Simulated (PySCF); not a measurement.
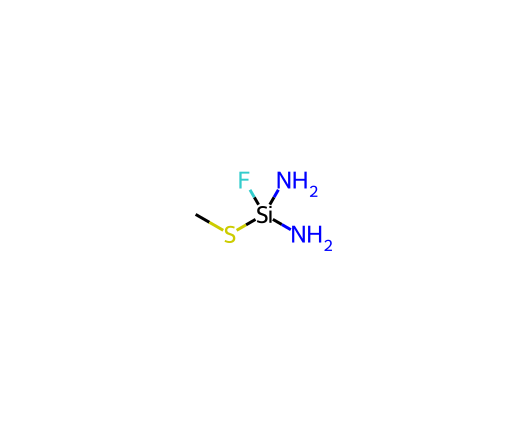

A structural formula.

**Give its SMILES.**

CS[Si](N)(N)F

**Give the formula, hydrogens included.**

CH7FN2SSi.

**An optimisation with PBE0-D3(BJ)/def2-SVP gave a structure of which point group?**

C1. Other conformers may differ.

More results for the same structure follow; atom numbers are the same in all pictures, views and colours differ. The geometry was computed by an optimisation with PBE0-D3(BJ)/def2-SVP. No frequency run is at hand to confirm it as a minimum.

Geometry

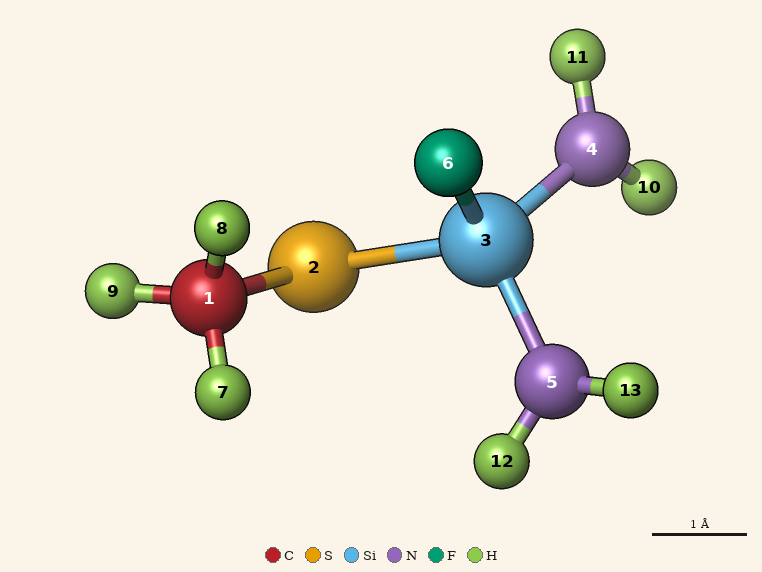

Atoms carry their numbers in the input. No frequency run is at hand to confirm it as a minimum.

**What is the geometry at C1?**

C1 has 4 neighbours (S2 at 1.83, H7 at 1.10, H8 at 1.10, H9 at 1.10 Å); the arrangement is tetrahedral.

**What is the geometry at S2?**

S2 has 2 neighbours (C1 at 1.83, Si3 at 2.13 Å); the arrangement is bent.

**What is the geometry at Si3?**

Si3 has 4 neighbours (S2 at 2.13, N4 at 1.70, N5 at 1.70, F6 at 1.63 Å); the arrangement is tetrahedral.

**What is the dihedral angle C1–S2–Si3–F6?**

39° in size, that is gauche.

Excitation

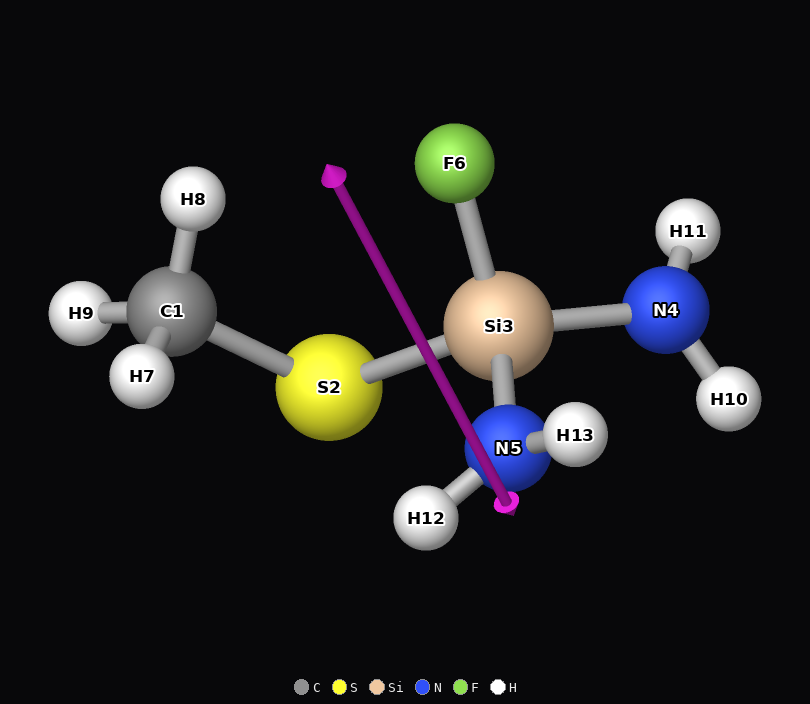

The double arrow shows the direction of the transition dipole to excited singlet state 5 (its length means nothing). No frequency run is at hand to confirm it as a minimum. Properties computed with TDDFT PBE0/aug-cc-pVDZ, vertical, gas phase, core orbitals frozen in the response (PySCF 2.14.0).

**Where does the transition lie, and how strong is it?**

6.50 eV (191 nm), oscillator strength 0.044, mainly HOMO−2 → LUMO (weight 0.67); transition dipole 1.34 D.

NMR shielding

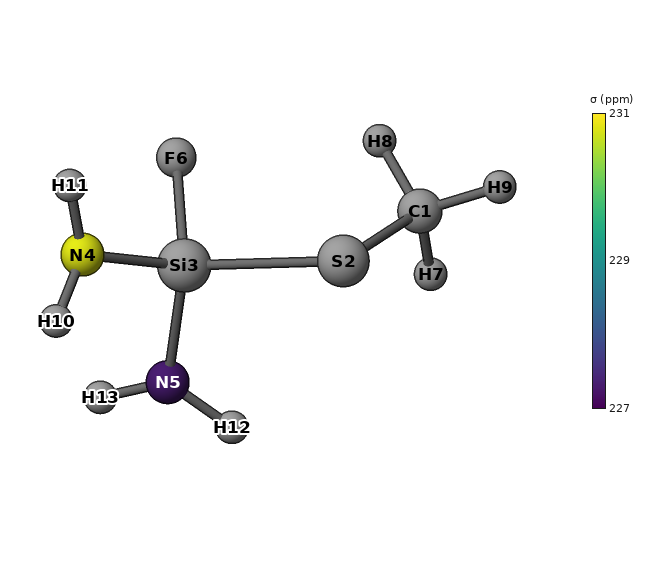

Atoms are coloured by their isotropic NMR shieldings (N only, the others grey). No frequency run is at hand to confirm it as a minimum. Properties computed with GIAO PBE0/6-311+G(2d,p) NMR shielding, non-relativistic, gas phase (PySCF 2.14.0).

List the isotropic NMR shieldings of the N atoms.

| atom | σ (ppm) |
| --- | --- |
| N4 | 230.8 |
| N5 | 227.3 |

Polarisability

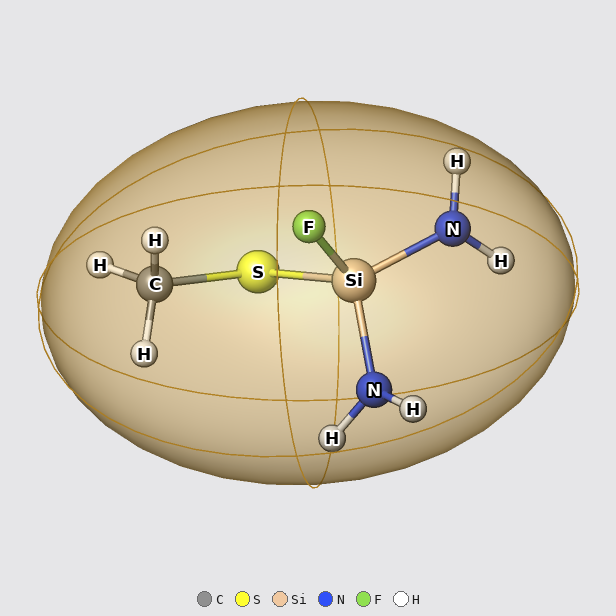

The ellipsoid shows the static dipole polarisability: its half-axes are proportional to the principal values. No frequency run is at hand to confirm it as a minimum. Computed with PBE0/def2-SVP (PySCF 2.14.0).

**How large and how anisotropic is the polarisability?**

Principal values 47.1, 53.7, 72.1 bohr³; mean 57.6 bohr³ (8.54 Å³); anisotropy 22.4 bohr³, so the longest axis is 1.53 times the shortest.

Quadrupole coupling

No frequency run is at hand to confirm it as a minimum. Electric field gradients from the ground-state density, PBE0/cc-pVDZ (PySCF 2.14.0), non-relativistic apart from any core potentials.

Give the largest field-gradient component, the quadrupole coupling constant and the asymmetry for 33S at S2 (Q = −67.81 mb), 14N at N4 (Q = 20.44 mb), 14N at N5 (Q = 20.44 mb), 2H at H7 (Q = 2.86 mb), 2H at H8 (Q = 2.86 mb).

```
atom  V_zz (a.u.)  e²qQ/h (MHz)     η
  S2       −1.958          31.2  0.93
  N4       −0.919         −4.41  0.29
  N5       −0.943         −4.53  0.28
  H7        0.303         0.203  0.03
  H8        0.300         0.201  0.03
```
